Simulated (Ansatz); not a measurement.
The figure comes from a scan of SnO (litharge type, space group P4/nmm): volume and axial ratio are varied about the relaxed values (subscript 0). Computed with PBE-D3(BJ) (plane waves to 420 eV, PAW, scalar-relativistic; Ansatz, a first-principles code). k mesh 12×12×10 (Γ-centred), Fermi-Dirac smearing 0.05 eV. Energies are smeared free energies. As the atoms are clamped, bonds stretch with the cell, which overstates energies and stresses. With partly filled bands, the response to shear is sensitive to the k mesh, so small differences along c/a are uncertain. At this level the bands of SnO touch or barely overlap; measurements give the solid a gap. SnO was relaxed with its symmetry unable to fall. The PAW data are Ansatz's earlier set. ΔE is measured from the relaxed starting cell.

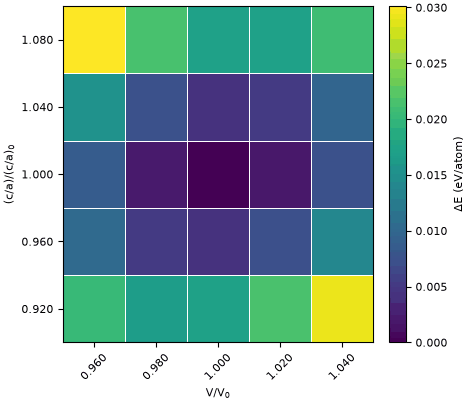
Figure. ΔE (eV/atom), one tile a computed point.

List the plotted points as numbers.

To the nearest 0.005:

ΔE (eV/atom), with V/V₀ across and (c/a)/(c/a)₀ down:

```
(c/a)/(c/a)₀ \ V/V₀  0.960  0.980  1.000  1.020  1.040
-------------------  -----  -----  -----  -----  -----
0.920                0.020  0.015  0.015  0.020  0.030
0.960                0.010  0.005  0.005  0.005  0.015
1.000                0.010  0.000  0.000  0.000  0.005
1.040                0.015  0.005  0.005  0.005  0.010
1.080                0.030  0.020  0.015  0.015  0.020
```

(Under strain, the slope of the energy per volume gives the stress and its curvature an elastic modulus.)
